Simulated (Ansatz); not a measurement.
# One shape, several levels: BNH2 (SMILES B[N])

Aim: a comparison of 6 runs (UHF/STO-3G, UB2PLYP/STO-3G, UBLYP/STO-3G, UHSE06/STO-3G, USVWN5/STO-3G, UCCSD(T)/STO-3G) of BNH2. 

The calculation is run with Ansatz 0.2.0.

50 further runs of the same task are left out: 50 set aside as unsound or not needed.

## (1) The structure to begin with

BNH2 has 4 atoms, charge 0, and is taken as a triplet. As SMILES, `B[N]`. The H4–B1 distance was set to 2.960 Å, away from the relaxed value. At this shape a bond of the SMILES string is far longer than usual.

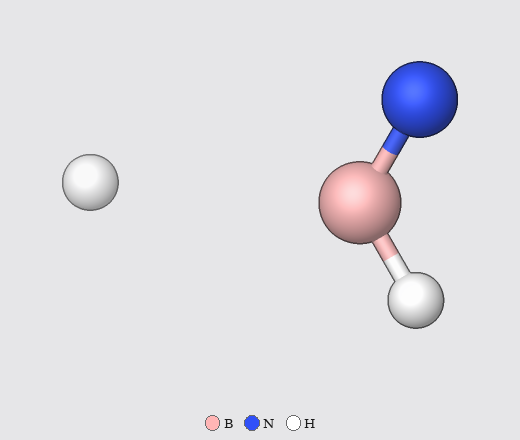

The structure, seen from a chosen angle (boron pink, nitrogen blue, hydrogen white).

## (2) The energy at UHF/STO-3G (run 1)

The input, molecule.yaml:

```yaml
crystal:
  periodic: [false, false, false]
  atoms:
    - {symbol: B, position_ang: [-0.165712, -0.972157, 1.452711]}
    - {symbol: N, position_ang: [0.911818, -1.170397, 2.174321]}
    - {symbol: H, position_ang: [-1.186882, -1.452727, 1.811241]}
    - {symbol: H, position_ang: [0.050890, 0.659060, -1.008340]}
basis:
  gaussian: {orbitals: STO-3G}
hamiltonian: {xc: hf}
magnetization: {spin_polarized: true, initial_magnetization: 2}
accuracy: high
```

Run with:

```console
$ ansatz run molecule.yaml --threads 1 --pin off --max-ram 2610MiB --events-out events.jsonl --progress --plain --runs-dir runs
```

What it wrote:

```text
Warning: RAYON_NUM_THREADS=1 ignored (pool sized by the plan → 1); use --threads N
Functional definition: HF
  name "HF"
  exchange = exact_x
  correlation = 0
187 factors; integrals over basis functions are off by at most 8.2e-9 eV
mean field evaluation 1: about -2147.5313 eV, gradient 1.8e1 eV
mean field evaluation 2: about -2147.5414 eV, gradient 1.8e1 eV
mean field evaluation 4: about -2150.0206 eV, gradient 1.9e0 eV
mean field evaluation 8: about -2150.1215 eV, gradient 1.8e-1 eV
mean field evaluation 16: about -2150.1931 eV, gradient 1.8e-1 eV
mean field evaluation 32: about -2150.1084 eV, gradient 9.5e-1 eV
mean field evaluation 64: about -2150.1703 eV, gradient 1.1e-1 eV
mean field evaluation 96: about -2150.1254 eV, gradient 4.9e-2 eV
mean field evaluation 128: about -2149.0001 eV, gradient 4.7e0 eV
mean field evaluation 160: about -2145.0500 eV, gradient 6.5e0 eV
mean field evaluation 192: about -2150.0147 eV, gradient 1.4e0 eV
mean field evaluation 224: about -2148.8388 eV, gradient 9.2e0 eV
mean field evaluation 256: about -2150.5795 eV, gradient 2.8e-1 eV
mean field evaluation 288: about -2149.7988 eV, gradient 3.8e0 eV
mean field evaluation 320: about -2147.8851 eV, gradient 2.2e0 eV
mean field -2150.64657574 eV, -79.0348038977 hartree, gradient 1.5e-8 eV, S^2 2.627605; 7 other end points of the search recorded, 0 dependent functions left out
reference -2150.64657574 eV, -79.0348038977 hartree; 8, 6 occupied and 4, 6 virtual orbitals, 187 factors
Total energy: -2150.64657574 eV, -79.0348038977 hartree
```

Wall time 0.22 s (1 thread of Arm Neoverse V1, shared host).

## (3) A single-point energy at UB2PLYP/STO-3G (run 2)

The input, run.yaml:

```yaml
crystal:
  periodic: [false, false, false]
  atoms:
    - {symbol: B, position_ang: [-0.165712, -0.972157, 1.452711]}
    - {symbol: N, position_ang: [0.911818, -1.170397, 2.174321]}
    - {symbol: H, position_ang: [-1.186882, -1.452727, 1.811241]}
    - {symbol: H, position_ang: [0.050890, 0.659060, -1.008340]}
basis:
  gaussian:
    orbitals: STO-3G
magnetization:
  spin_polarized: true
  initial_magnetization: 2
correlation:
  frozen_orbitals: {B: 1, H: 0, "N": 1}
accuracy: high
hamiltonian:
  xc: {name: B2PLYP}
```

Run with:

```console
$ ansatz run run.yaml --threads 1 --pin off --max-ram 2610MiB --events-out events.jsonl --progress --plain --runs-dir runs
```

What it wrote (excerpt; [...] marks lines left out):

```text
Warning: RAYON_NUM_THREADS=1 ignored (pool sized by the plan → 1); use --threads N
Functional definition: B2PLYP
  name "B2PLYP"
[...]
187 factors; integrals over basis functions are off by at most 8.2e-9 eV
[...]
mean field -2158.56147021 eV, -79.3256709048 hartree, gradient 3.3e-8 eV, S^2 2.028436; 4 other end points of the search recorded, 0 dependent functions left out
2 core orbitals not correlated: weight in the atoms' cores, before any rotation towards them, 1.000 or more for the frozen orbitals, at most 0.000 for the correlated occupied ones
reference -2158.56149000 eV, -79.3256716321 hartree; 6, 4 occupied and 4, 6 virtual orbitals, 187 factors
second order -4.24453130 eV of doubles, -0.00000000 eV of singles
Total energy: -2159.70751345 eV, -79.3677872171 hartree
```

It took 1.9 s on 1 thread of Arm Neoverse V1, shared host; peak memory 0.11 GiB.

Run 3 isn't shown in full; the table further down has it.

## (4) A single-point energy at UHSE06/STO-3G (run 4)

The input, job.yaml:

```yaml
crystal:
  periodic: [false, false, false]
  atoms:
    - {symbol: B, position_ang: [-0.165712, -0.972157, 1.452711]}
    - {symbol: N, position_ang: [0.911818, -1.170397, 2.174321]}
    - {symbol: H, position_ang: [-1.186882, -1.452727, 1.811241]}
    - {symbol: H, position_ang: [0.050890, 0.659060, -1.008340]}
basis:
  gaussian:
    orbitals: STO-3G
accuracy: high
magnetization:
  spin_polarized: true
  initial_magnetization: 2
hamiltonian:
  xc: hse06
```

Run with:

```console
$ ansatz run job.yaml --threads 1 --pin off --max-ram 2610MiB --events-out events.jsonl --progress --plain --runs-dir runs
```

What it wrote:

```text
Warning: RAYON_NUM_THREADS=1 ignored (pool sized by the plan → 1); use --threads N
Functional definition: HSE06
  name "HSE06"
  parameter a = 0.25
  parameter omega = 0.11/bohr
  exchange = pbe_x - a*pbe_x_sr(omega) + a*exact_x_sr(omega)
  correlation = pbe_c
187 factors; integrals over basis functions are off by at most 8.2e-9 eV
50 factors; integrals over basis functions are off by at most 5.1e-10 eV
mean field evaluation 1: about -2158.2732 eV, gradient 1.6e1 eV
mean field evaluation 2: about -2136.8382 eV, gradient 6.2e1 eV
mean field evaluation 4: about -2160.2013 eV, gradient 7.6e-1 eV
mean field evaluation 8: about -2160.1793 eV, gradient 5.7e-2 eV
mean field evaluation 16: about -2160.1796 eV, gradient 4.3e-5 eV
mean field -2160.17955403 eV, -79.3851343884 hartree, gradient 6.4e-9 eV, S^2 2.013161; 2 other end points of the search recorded, 0 dependent functions left out
reference -2160.17955585 eV, -79.3851344553 hartree; 8, 6 occupied and 4, 6 virtual orbitals, 187 factors
Total energy: -2160.17955585 eV, -79.3851344553 hartree
```

Wall time 1.7 s (1 thread of Arm Neoverse V1, shared host); peak memory 0.1 GiB.

Run 5 isn't shown in full; the table further down has it.

## (5) The energy at UCCSD(T)/STO-3G (run 6)

The input, input.yaml:

```yaml
crystal:
  periodic: [false, false, false]
  atoms:
    - symbol: B
      position_ang: [-0.165712, -0.972157, 1.452711]
    - symbol: N
      position_ang: [0.911818, -1.170397, 2.174321]
    - symbol: H
      position_ang: [-1.186882, -1.452727, 1.811241]
    - symbol: H
      position_ang: [0.050890, 0.659060, -1.008340]
basis:
  gaussian:
    orbitals: STO-3G
magnetization:
  spin_polarized: true
  initial_magnetization: 2
correlation:
  method: ccsd_t
  frozen_orbitals: {B: 1, H: 0, "N": 1}
accuracy: high
scf:
  omitted_lower_state_checks: [cluster_reference, increment]
```

Run with:

```console
$ ansatz run input.yaml --threads 1 --pin off --max-ram 2610MiB --events-out events.jsonl --progress --plain --runs-dir runs
```

What it wrote:

```text
Warning: RAYON_NUM_THREADS=1 ignored (pool sized by the plan → 1); use --threads N
[... 17 lines left out ...]
2 core orbitals not correlated: weight in the atoms' cores, before any rotation towards them, 1.000 or more for the frozen orbitals, at most 0.000 for the correlated occupied ones
[... 44 lines left out ...]
Total energy: -2153.37651504 eV, -79.1351273167 hartree
Checks for a lower state left out: cluster_reference, increment
```

It took 0.38 s on 1 thread of Arm Neoverse V1, shared host.

## (6) The series

```tsv
run	level	frozen core orbitals	energy (Eh)	⟨S²⟩	wall time
1	UHF/STO-3G	–	-79.034804	2.628	0.22 s
2	UB2PLYP/STO-3G	2	-79.367787	2.028	1.9 s
3	UBLYP/STO-3G	–	-79.456429	2.004	1.3 s
4	UHSE06/STO-3G	–	-79.385134	2.013	1.7 s
5	USVWN5/STO-3G	–	-78.708786	2.003	0.93 s
6	UCCSD(T)/STO-3G	2	-79.135127	2.628	0.38 s
```

## (7) What came out

| quantity | value |
| --- | --- |
| run 6: total energy | -79.13513 Eh |
| run 6: correlation energy (2 core orbitals frozen) | -100.3 mEh |
| run 6: (T) correction | -2.25 mEh |
| run 6: ⟨S²⟩ of the reference determinant | 2.628 |
| run 6: T1 diagnostic | 0.096 |

Totals of different functionals can't be ranked against each other. In runs 1, 2, 3, 4, 5, 6 the basis is minimal, so the values are rough. Spin contamination of the reference: run 6 ⟨S²⟩ = 2.63, run 1 ⟨S²⟩ = 2.63. Where it is this large, the reference is a mixture of spin states, and values that rest on it are in doubt. All runs together took 6.4 s, the longest 1.9 s.
